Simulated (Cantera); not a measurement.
Feed: 1 mol SiF₄, 0.12 mol O₃, a varied amount of N₂, held at 1152 °C and 10.0 mbar.

Equilibrium computed with Cantera from the NASA thermochemical tables; the gas is ideal and each condensed phase is pure. Candidate condensed phases: Si, SiO₂, Si₂N₂O, Si₃N₄; 28 gas species. Kinetics and transport are ignored.

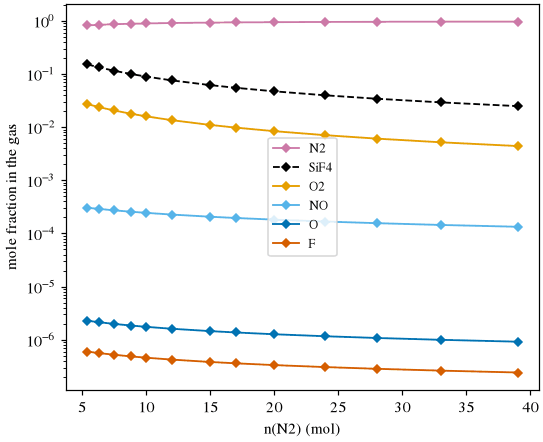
Figure. Equilibrium gas composition (values under 1e-9 drawn at 1e-9)

From 5.4 mol N₂ to 39 mol N₂ nothing is condensed. The main Si-bearing gas is SiF₄ throughout.
